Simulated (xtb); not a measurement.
**Geometry relaxation of CH₄F₂SSn (part 1 of 3)**

The run: geometry relaxation of CH₄F₂SSn, SMILES [CH3][Sn]([F])([F])[SH]. Method and program: GFN2-xTB (xtb 6.7.1 later snapshot).

The geometry comes from this level: PBE0-D4/def2-TZVP.

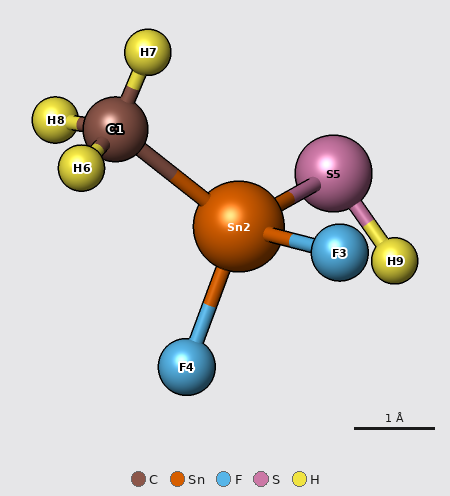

Figure 1. The starting structure (ball-and-stick view, seen at a tilt; atoms are numbered from 1 in the order of the input). Sticks mark near contacts. Bond lengths as drawn: C–H 1.09 Å, C–Sn 2.11 Å, F–Sn 1.91 Å, H–S 1.35 Å and S–Sn 2.37 Å.

## Input (struc.xyz)
```
9

C     -1.01340    -0.87540    -0.86620
Sn     0.47930     0.12480     0.23950
F      1.17570    -1.03730     1.58910
F      2.03310     0.37890    -0.84600
S     -0.03010     2.19860     1.26400
H     -0.57700    -1.78980    -1.26560
H     -1.84740    -1.11540    -0.20860
H     -1.34870    -0.23460    -1.68030
H      1.21690     2.30380     1.75710
```

Hardware: 1 thread of Arm Neoverse N1, 16 GiB of memory available, shared host.

Command:
```bash
xtb struc.xyz --gfn 2 -c 0 -o vtight | tee run.log
```

## The program's output
```
* xtb version 6.7.1
   ID    Z sym.   atoms
    1    6 C      1
    2   50 Sn     2
    3    9 F      3, 4
    4   16 S      5
    5    1 H      6-9

           -------------------------------------------------
          |                Calculation Setup                |
           -------------------------------------------------

          program call               : xtb struc.xyz --gfn 2 -c 0 -o vtight
          coordinate file            : struc.xyz
          omp threads                :                     1

           -------------------------------------------------
          |                 G F N 2 - x T B                 |
           -------------------------------------------------

      * Hamiltonian:
        H0-scaling (s, p, d)           1.850000    2.230000    2.230000
        zeta-weighting                 0.500000
      * Dispersion:
        s8                             2.700000
        a1                             0.520000
        a2                             5.000000
        s9                             5.000000
      * Repulsion:
        kExp                           1.500000    1.000000
        rExp                           1.000000
      * Coulomb:
        alpha                          2.000000
        third order                    shell-resolved
        anisotropic                    true
        a3                             3.000000
        a5                             4.000000
        cn-shift                       1.200000
        cn-exp                         4.000000
        max-rad                        5.000000

          ...................................................
          :                      SETUP                      :
          :.................................................:
          :  # basis functions                  36          :
          :  # atomic orbitals                  34          :
          :  # shells                           16          :
          :  # electrons                        32          :
          :  max. iterations                   250          :
          :  Hamiltonian                  GFN2-xTB          :
          :  restarted?                      false          :
          :  GBSA solvation                  false          :
          :  PC potential                    false          :
          :  electronic temp.          300.0000000     K    :
          :  accuracy                    1.0000000          :
          :  -> integral cutoff          0.2500000E+02      :
          :  -> integral neglect         0.1000000E-07      :
          :  -> SCF convergence          0.1000000E-05 Eh   :
          :  -> wf. convergence          0.1000000E-03 e    :
          :  Broyden damping             0.4000000          :
          :  net charge                          0          :
          :  unpaired electrons                  0          :
          ...................................................

 iter      E             dE          RMSdq      gap      omega  full diag
   1    -17.2577944 -0.172578E+02  0.154E+01    3.59       0.0  T
   2    -16.0304725  0.122732E+01  0.261E+01    5.61       1.0  T
   3    -18.8581588 -0.282769E+01  0.101E+01    3.32       1.0  T
   4    -19.0004191 -0.142260E+00  0.696E+00    3.02       1.0  T
   5    -19.1127863 -0.112367E+00  0.174E+00    2.98       1.0  T
   6    -19.1133730 -0.586719E-03  0.237E+00    2.75       1.0  T
   7    -19.1203706 -0.699753E-02  0.128E+00    2.78       1.0  T
   8    -19.1245645 -0.419394E-02  0.179E-01    2.83       1.0  T
   9    -19.1245003  0.641969E-04  0.185E-01    2.83       1.0  T
  10    -19.1245674 -0.671280E-04  0.565E-02    2.82       1.0  T
  11    -19.1245762 -0.875480E-05  0.290E-02    2.82       1.1  T
  12    -19.1245777 -0.154028E-05  0.821E-03    2.82       4.1  T
  13    -19.1245779 -0.176505E-06  0.493E-03    2.82       6.8  T
  14    -19.1245779 -0.370485E-07  0.894E-04    2.82      37.3  T
  15    -19.1245779 -0.140324E-08  0.728E-05    2.82     458.0  T

   *** convergence criteria satisfied after 15 iterations ***

         #    Occupation            Energy/Eh            Energy/eV
      -------------------------------------------------------------
         1        2.0000           -0.8821147             -24.0036
       ...           ...                  ...                  ...
        10        2.0000           -0.4941401             -13.4462
        11        2.0000           -0.4923846             -13.3985
        12        2.0000           -0.4841287             -13.1738
        13        2.0000           -0.4786691             -13.0252
        14        2.0000           -0.4737208             -12.8906
        15        2.0000           -0.4500832             -12.2474
        16        2.0000           -0.4131344             -11.2420 (HOMO)
        17                         -0.3095332              -8.4228 (LUMO)
        18                         -0.1789922              -4.8706
        19                         -0.1238529              -3.3702
        20                         -0.1087946              -2.9605
        21                         -0.0800748              -2.1789
       ...                                ...                  ...
        34                          0.7194042              19.5760
      -------------------------------------------------------------
                  HL-Gap            0.1036012 Eh            2.8191 eV
             Fermi-level           -0.3613338 Eh           -9.8324 eV

 SCC (total)                   0 d,  0 h,  0 min,  0.010 sec
 SCC setup                      ...        0 min,  0.000 sec (  0.962%)
 Dispersion                     ...        0 min,  0.000 sec (  0.421%)
 classical contributions        ...        0 min,  0.000 sec (  0.102%)
 integral evaluation            ...        0 min,  0.001 sec ( 11.743%)
 iterations                     ...        0 min,  0.006 sec ( 62.628%)
 molecular gradient             ...        0 min,  0.002 sec ( 22.964%)
 printout                       ...        0 min,  0.000 sec (  1.038%)

         :::::::::::::::::::::::::::::::::::::::::::::::::::::
         ::                     SUMMARY                     ::
         :::::::::::::::::::::::::::::::::::::::::::::::::::::
         :: total energy             -19.051274136655 Eh    ::
         :: gradient norm              0.032415262501 Eh/a0 ::
         :: HOMO-LUMO gap              2.819132651431 eV    ::
         ::.................................................::
         :: SCC energy               -19.124569373204 Eh    ::
         :: -> isotropic ES            0.024023139084 Eh    ::
         :: -> anisotropic ES          0.000720141704 Eh    ::
         :: -> anisotropic XC          0.003698537819 Eh    ::
         :: -> dispersion             -0.005479850741 Eh    ::
         :: repulsion energy           0.073295236549 Eh    ::
         :: add. restraining           0.000000000000 Eh    ::
         :: total charge              -0.000000000000 e     ::
         :::::::::::::::::::::::::::::::::::::::::::::::::::::

      -----------------------------------------------------------
     |                   =====================                   |
     |                        A N C O P T                        |
     |                   =====================                   |
     |               Approximate Normal Coordinate               |
     |                Rational Function Optimizer                |
      -----------------------------------------------------------

          ...................................................
          :                      SETUP                      :
          :.................................................:
          :   optimization level         verytight          :
          :   max. optcycles                   200          :
          :   ANC micro-cycles                  20          :
          :   degrees of freedom                21          :
          :.................................................:
          :   RF solver                   davidson          :
          :   write xtbopt.log                true          :
          :   linear?                        false          :
          :   energy convergence         0.1000000E-06 Eh   :
          :   grad. convergence          0.2000000E-03 Eh/α :
          :   maximum RF displ.          1.0000000          :
          :   Hlow (freq-cutoff)         0.1000000E-01      :
          :   Hmax (freq-cutoff)         5.0000000          :
          :   S6 in model hess.         20.0000000          :
          ...................................................

generating ANC from exact Hessian ...
Using Lindh-Hessian (1995)
 Shifting diagonal of input Hessian by    1.1141101942212166E-002
 Lowest  eigenvalues of input Hessian
    0.010000    0.000000    0.000000    0.000000    0.000000    0.000000
    0.000000    0.011258    0.011819    0.012866    0.013810    0.015040
    0.015600    0.021634    0.023669    0.025706    0.053574    0.096054
 Highest eigenvalues
    0.510588    0.591193    0.669303    0.792575    1.085293    1.087629

........................................................................
.............................. CYCLE    1 ..............................
........................................................................

 iter      E             dE          RMSdq      gap      omega  full diag
   1    -19.1245779 -0.191246E+02  0.247E-04    2.82       0.0  T
   2    -19.1245779  0.110933E-09  0.209E-04    2.82     159.7  T
   3    -19.1245779 -0.201666E-09  0.114E-04    2.82     291.1  T
     SCC iter.                  ...        0 min,  0.002 sec
     gradient                   ...        0 min,  0.002 sec
 * total energy  :   -19.0512741 Eh     change        0.1913136E-10 Eh
   gradient norm :     0.0324150 Eh/α   predicted     0.0000000E+00 (-100.00%)
   displ. norm   :     0.3192049 α      lambda       -0.4398393E-02
   maximum displ.:     0.1913066 α      in ANC's #1, #3, #10, ...

........................................................................
.............................. CYCLE    2 ..............................
........................................................................

 iter      E             dE          RMSdq      gap      omega  full diag
   1    -19.1251499 -0.191251E+02  0.845E-01    2.44       0.0  T
   2    -19.1250821  0.677937E-04  0.335E-01    2.45       1.0  T
   3    -19.1251411 -0.589725E-04  0.453E-01    2.47       1.0  T
   4    -19.1253950 -0.253934E-03  0.119E-01    2.46       1.0  T
   5    -19.1254735 -0.785086E-04  0.107E-01    2.46       1.0  T
   6    -19.1255011 -0.276257E-04  0.426E-02    2.46       1.0  T
   7    -19.1255032 -0.211640E-05  0.713E-03    2.46       4.7  T
   8    -19.1255033 -0.375601E-07  0.128E-03    2.46      26.1  T
   9    -19.1255033 -0.189362E-08  0.930E-04    2.46      35.9  T
  10    -19.1255033 -0.759435E-09  0.204E-04    2.46     163.7  T
     SCC iter.                  ...        0 min,  0.004 sec
     gradient                   ...        0 min,  0.002 sec
 * total energy  :   -19.0541813 Eh     change       -0.2907196E-02 Eh
   gradient norm :     0.0188014 Eh/α   predicted    -0.2423276E-02 ( -16.65%)
   displ. norm   :     0.2537242 α      lambda       -0.2397192E-02
   maximum displ.:     0.1689838 α      in ANC's #3, #8, #11, ...

........................................................................
.............................. CYCLE    3 ..............................
........................................................................

 iter      E             dE          RMSdq      gap      omega  full diag
   1    -19.1256073 -0.191256E+02  0.596E-01    2.09       0.0  T
   2    -19.1255133  0.940172E-04  0.753E-01    2.13       1.0  T
   3    -19.1261577 -0.644391E-03  0.351E-01    2.13       1.0  T
   4    -19.1256620  0.495634E-03  0.432E-01    2.12       1.0  T
   5    -19.1261626 -0.500575E-03  0.252E-02    2.13       1.3  T
   6    -19.1261600  0.262670E-05  0.387E-02    2.13       1.0  T
   7    -19.1261632 -0.319475E-05  0.738E-03    2.13       4.5  T
   8    -19.1261632 -0.469874E-07  0.240E-03    2.13      13.9  T
   9    -19.1261632 -0.301291E-08  0.140E-03    2.13      23.9  T
  10    -19.1261632 -0.306619E-08  0.384E-04    2.13      86.8  T
  11    -19.1261632 -0.128910E-09  0.937E-05    2.13     355.8  T
     SCC iter.                  ...        0 min,  0.004 sec
     gradient                   ...        0 min,  0.002 sec
 * total energy  :   -19.0555287 Eh     change       -0.1347359E-02 Eh
   gradient norm :     0.0079316 Eh/α   predicted    -0.1275757E-02 (  -5.31%)
   displ. norm   :     0.2059338 α      lambda       -0.6529440E-03
   maximum displ.:     0.1673069 α      in ANC's #3, #1, #7, ...

........................................................................
.............................. CYCLE    4 ..............................
........................................................................

 iter      E             dE          RMSdq      gap      omega  full diag
   1    -19.1260205 -0.191260E+02  0.677E-01    2.02       0.0  T
   2    -19.1259822  0.383266E-04  0.438E-01    1.97       1.0  T
   3    -19.1260250 -0.428214E-04  0.404E-01    2.04       1.0  T
   4    -19.1262475 -0.222510E-03  0.622E-02    2.00       1.0  T
   5    -19.1262197  0.278519E-04  0.108E-01    2.00       1.0  T
   6    -19.1262607 -0.410130E-04  0.390E-02    2.01       1.0  T
   7    -19.1262633 -0.263300E-05  0.103E-02    2.00       3.2  T
   8    -19.1262634 -0.119146E-06  0.249E-03    2.00      13.4  T
   9    -19.1262634 -0.299673E-08  0.134E-03    2.00      24.9  T
  10    -19.1262634 -0.163962E-08  0.948E-05    2.00     351.6  T
  11    -19.1262634 -0.123670E-10  0.291E-05    2.00    1143.6  T
     SCC iter.                  ...        0 min,  0.004 sec
     gradient                   ...        0 min,  0.002 sec
 * total energy  :   -19.0557161 Eh     change       -0.1874564E-03 Eh
   gradient norm :     0.0060130 Eh/α   predicted    -0.3403189E-03 (  81.55%)
   displ. norm   :     0.1186262 α      lambda       -0.3358735E-03
   maximum displ.:     0.0735670 α      in ANC's #1, #3, #8, ...
```
